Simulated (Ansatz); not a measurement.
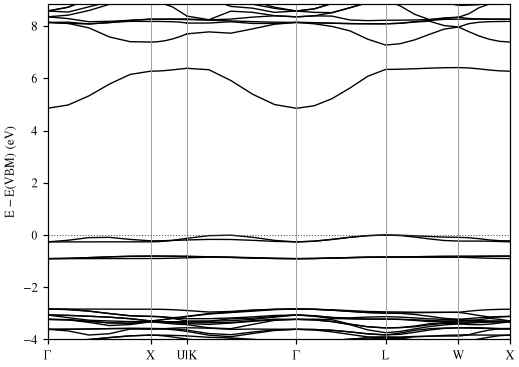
Band structure from HSE06 (plane waves, PAW; program Ansatz)

Read off the gap and where the band edges lie.

About 4.9 eV (4.85 eV among the points solved); maximum at L, minimum at Γ.

Which compound is it?
A) Rb2YAgF6, Fm-3m (Rb on 8c, Y on 4b, Ag on 4a, F on 24e)
B) KRb2TlF6, Fm-3m (K on 4b, Rb on 8c, Tl on 4a, F on 24e)
C) Ba2CaMoO6, Fm-3m (Ba on 8c, Ca on 4a, Mo on 4b, O on 24e)
D) Ba2H6Os, Fm-3m (Ba on 8c, H on 24e, Os on 4a)

A, Rb2YAgF6, Fm-3m (Rb on 8c, Y on 4b, Ag on 4a, F on 24e)

The first step of the workflow began from a Materials Project structure, measured or hypothetical; the Crystallography Open Database copy checked does not list it. Its standing as an ambient phase is unchecked. The HSE06 relaxation kept the symmetry of its start; its stability against distortions is not shown here. No spin polarisation was allowed. The hybrid was solved on a coarse mesh, the path and, where they were found, the r²SCAN edge points; its band edges are the extreme levels among these. Spin–orbit coupling is left out wherever it is not named.

Potentials: the later of the program's two PAW sets.
